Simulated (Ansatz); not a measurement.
**SiNO (doublet): B2PLYP over vertical spin and charge gaps, def2-QZVPP**

How well do these functionals follow the top wave-function level for SiNO (doublet) over vertical spin and charge gaps?

Computed with Ansatz 0.2.0, Gaussian basis. Level: def2-QZVPP, all electrons in the functionals, frozen cores in the correlation of double hybrids and RPA.

Plan: B2PLYP, at charge 0, doublet; charge 0, quartet; charge 1, singlet; charge 1, triplet.

2 further runs of the same task are left out: 2 set aside as unsound or not needed.

## Step 1: What is computed

The geometry is a PBE0/def2-TZVP stationary point (not a proven minimum).

3 atoms, charge 0, spin multiplicity 2.

Atoms are counted from 1 here; the program's logs count them from 0.

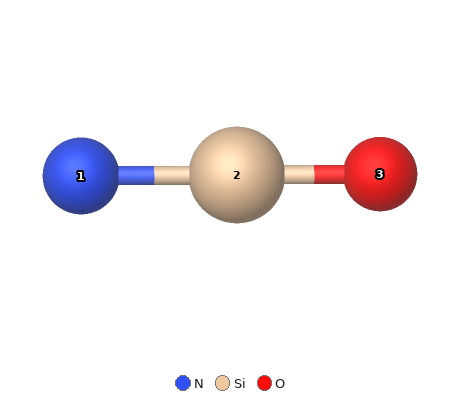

The structure; nitrogen blue, silicon light orange, oxygen red; atoms are numbered from 1 in the order of the file.

No dispersion term is added.

The geometry shown and the zero of energy belong to the point charge 0, doublet. The yardstick, UCCSD(T), and other wave-function levels (R restricted, U unrestricted, valence and pair active spaces) come from earlier runs.

## Step 2: B2PLYP, charge 0, doublet

Contents of in.yaml:

```yaml
crystal:
  periodic: [false, false, false]
  atoms:
    - {symbol: N, position_ang: [0.000000, 0.000000, 1.596300]}
    - {symbol: Si, position_ang: [0.000000, 0.000000, -0.043500]}
    - {symbol: O, position_ang: [0.000000, 0.000000, -1.552800]}
basis:
  gaussian: {orbitals: "def2-QZVPP.json"}
magnetization: {spin_polarized: true, initial_magnetization: 1}
hamiltonian: {xc: {name: B2PLYP}}
correlation: {electrons: outside_noble_gas}
```

Run with:

```
$ ansatz run in.yaml --threads 1 --pin off --events-out ev --progress --plain --max-ram 2393MiB
```

The log of the run:

```text
Functional definition: B2PLYP
  name "B2PLYP"
  cite "Grimme, J. Chem. Phys. 124, 034108 (2006) doi:10.1063/1.2148954"
  cite "Becke, Phys. Rev. A 38, 3098 (1988) doi:10.1103/PhysRevA.38.3098"
  cite "Lee, Yang & Parr, Phys. Rev. B 37, 785 (1988) doi:10.1103/PhysRevB.37.785"
  parameter a = 0.53
  parameter c = 0.27
  exchange = (1 - a)*b88_x + a*exact_x
  correlation = (1 - c)*lyp_c + c*(mp2_os + mp2_ss)
1130 factors; integrals over basis functions are off by at most 7.9e-4 eV
mean field evaluation 1: about -11396.3582 eV, gradient 4.4e1 eV
mean field evaluation 2: about -11396.4008 eV, gradient 4.4e1 eV
mean field evaluation 4: about -11402.6860 eV, gradient 1.2e1 eV
mean field evaluation 8: about -11403.3222 eV, gradient 5.1e-1 eV
mean field evaluation 16: about -11403.3252 eV, gradient 3.3e-3 eV
mean field -11403.32523471 eV, -419.0644729242 hartree, gradient 9.5e-6 eV, S^2 0.759783; 0 other end points of the search recorded, 0 dependent functions left out
7 core orbitals not correlated: weight in the atoms' cores, before any rotation towards them, 1.000 or more for the frozen orbitals, at most 0.000 for the correlated occupied ones
reference -11403.32536931 eV, -419.0644778708 hartree; 8, 7 occupied and 169, 170 virtual orbitals, 1130 factors
second order -18.76602351 eV of doubles, -0.00000000 eV of singles
Total energy: -11408.39219566 eV, -419.2506803046 hartree
```

It took 9 s on 1 thread of Arm Neoverse V2, shared host; peak memory 0.39 GiB.

From the report: ⟨S²⟩ of the determinant 0.760 (pure doublet: 0.75).

## Step 3: B2PLYP, charge 0, quartet

in.yaml, as its differences from that of step 2:

```diff
@@ -8,3 +8,3 @@
   gaussian: {orbitals: "def2-QZVPP.json"}
-magnetization: {spin_polarized: true, initial_magnetization: 1}
+magnetization: {spin_polarized: true, initial_magnetization: 3}
 hamiltonian: {xc: {name: B2PLYP}}
```

Launched as before.

The log of the run, shortened:

```text
Functional definition: B2PLYP
  name "B2PLYP"
  cite "Grimme, J. Chem. Phys. 124, 034108 (2006) doi:10.1063/1.2148954"
  cite "Becke, Phys. Rev. A 38, 3098 (1988) doi:10.1103/PhysRevA.38.3098"
  cite "Lee, Yang & Parr, Phys. Rev. B 37, 785 (1988) doi:10.1103/PhysRevB.37.785"
[...]
1130 factors; integrals over basis functions are off by at most 7.9e-4 eV
[...]
mean field -11401.03453860 eV, -418.9802913948 hartree, gradient 7.4e-7 eV, S^2 3.758153; 6 other end points of the search recorded, 0 dependent functions left out
7 core orbitals not correlated: weight in the atoms' cores, before any rotation towards them, 1.000 or more for the frozen orbitals, at most 0.000 for the correlated occupied ones
reference -11401.03466486 eV, -418.9802960346 hartree; 9, 6 occupied and 168, 171 virtual orbitals, 1130 factors
second order -17.20969933 eV of doubles, -0.00000000 eV of singles
Total energy: -11405.68128367 eV, -419.1510561266 hartree
```

Run time: 21 s. Hardware: 1 thread of Arm Neoverse V2, shared host; peak memory 0.53 GiB.

From the report: ⟨S²⟩ of the determinant 3.758 (pure quartet: 3.75).

From charge 0, doublet: +62.5 kcal/mol.

## Step 4: B2PLYP, charge 1, singlet

in.yaml, as its differences from that of step 3:

```diff
@@ -8,3 +8,4 @@
   gaussian: {orbitals: "def2-QZVPP.json"}
-magnetization: {spin_polarized: true, initial_magnetization: 3}
+total_charge: 1
+magnetization: {spin_polarized: true, initial_magnetization: 0}
 hamiltonian: {xc: {name: B2PLYP}}
```

The command is unchanged.

The log of the run, shortened:

```text
Functional definition: B2PLYP
  name "B2PLYP"
  cite "Grimme, J. Chem. Phys. 124, 034108 (2006) doi:10.1063/1.2148954"
  cite "Becke, Phys. Rev. A 38, 3098 (1988) doi:10.1103/PhysRevA.38.3098"
  cite "Lee, Yang & Parr, Phys. Rev. B 37, 785 (1988) doi:10.1103/PhysRevB.37.785"
[...]
1130 factors; integrals over basis functions are off by at most 7.9e-4 eV
[...]
mean field -11392.39231744 eV, -418.6626956250 hartree, gradient 2.3e-6 eV, S^2 1.015475; 11 other end points of the search recorded, 0 dependent functions left out
7 core orbitals not correlated: weight in the atoms' cores, before any rotation towards them, 1.000 or more for the frozen orbitals, at most 0.000 for the correlated occupied ones
reference -11392.39243882 eV, -418.6627000857 hartree; 7, 7 occupied and 170, 170 virtual orbitals, 1130 factors
second order -17.16031128 eV of doubles, -0.00000000 eV of singles
Total energy: -11397.02572287 eV, -418.8329701338 hartree
```

It took 36 s on 1 thread of Arm Neoverse V2, shared host; peak memory 0.49 GiB.

From the report: ⟨S²⟩ of the determinant 1.015 (pure singlet: 0.00). The determinant is far from a pure spin state, so its energy mixes those of several spin states (harmless only where they are near-degenerate, as at dissociation).

From charge 0, doublet: +262.1 kcal/mol.

## Step 5: B2PLYP, charge 1, triplet

in.yaml, as its differences from that of step 4:

```diff
@@ -9,3 +9,3 @@
 total_charge: 1
-magnetization: {spin_polarized: true, initial_magnetization: 0}
+magnetization: {spin_polarized: true, initial_magnetization: 2}
 hamiltonian: {xc: {name: B2PLYP}}
```

Launched as before.

The log of the run, shortened:

```text
Functional definition: B2PLYP
  name "B2PLYP"
  cite "Grimme, J. Chem. Phys. 124, 034108 (2006) doi:10.1063/1.2148954"
  cite "Becke, Phys. Rev. A 38, 3098 (1988) doi:10.1103/PhysRevA.38.3098"
  cite "Lee, Yang & Parr, Phys. Rev. B 37, 785 (1988) doi:10.1103/PhysRevB.37.785"
[...]
1130 factors; integrals over basis functions are off by at most 7.9e-4 eV
[...]
mean field -11392.92640058 eV, -418.6823228184 hartree, gradient 3.3e-6 eV, S^2 2.025148; 2 other end points of the search recorded, 0 dependent functions left out
7 core orbitals not correlated: weight in the atoms' cores, before any rotation towards them, 1.000 or more for the frozen orbitals, at most 0.000 for the correlated occupied ones
reference -11392.92652229 eV, -418.6823272913 hartree; 8, 6 occupied and 169, 171 virtual orbitals, 1130 factors
second order -17.05177508 eV of doubles, -0.00000000 eV of singles
Total energy: -11397.53050156 eV, -418.8515204088 hartree
```

It took 12 s on 1 thread of Arm Neoverse V2, shared host; peak memory 0.49 GiB.

From the report: ⟨S²⟩ of the determinant 2.025 (pure triplet: 2.00).

From charge 0, doublet: +250.5 kcal/mol.

## Step 6: Against the wave-function levels

No level is safe as a reference over these points; UCCSD(T) serves as a yardstick only. It comes from earlier runs at the same points. Energies in kcal/mol, counted from charge 0, doublet; blanks weren't run or aren't comparable.

| level | doublet to quartet | ionisation to the singlet cation | ionisation to the triplet cation |
| --- | --- | --- | --- |
| UCCSD(T) | 62.2 |  | 250.7 |
| B2PLYP | 62.5 | 262.1 | 250.5 |

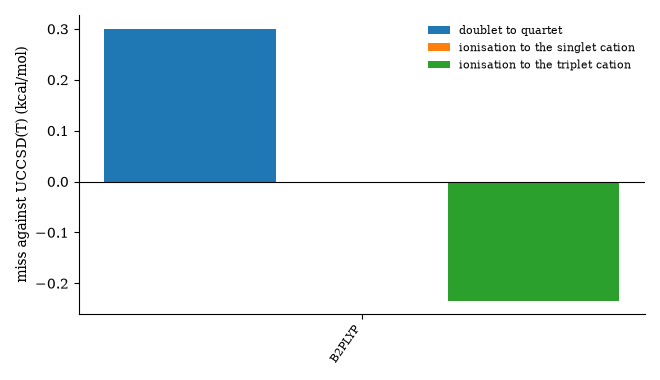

Misses of the gaps against UCCSD(T).

Largest miss and mean time a point (UCCSD(T) took 65 s a point; shared hosts):

| level | largest miss (kcal/mol) | where | time a point |
| --- | --- | --- | --- |
| B2PLYP | +0.3 | doublet to quartet | 19 s |

## Step 7: Summary of results

| quantity | value |
| --- | --- |
| doublet to quartet, UCCSD(T) | 62.2 kcal/mol |
| ionisation to the triplet cation, UCCSD(T) | 250.7 kcal/mol |
| largest miss, B2PLYP | +0.3 kcal/mol (doublet to quartet) |

**Reading.** Misses are known at 2 of 3 points at best, and only functionals with that many are ranked. B2PLYP strays by up to 0.3 kcal/mol, at doublet to quartet. B2PLYP clearly breaks the spin symmetry at some points (⟨S²⟩ up to 1.02 above the pure value), so energy there is bought with a mixed spin. Functionals and the yardstick converge differently with the basis, so part of each miss in def2-QZVPP is the basis. The yardstick itself may be off where one determinant is a poor start.
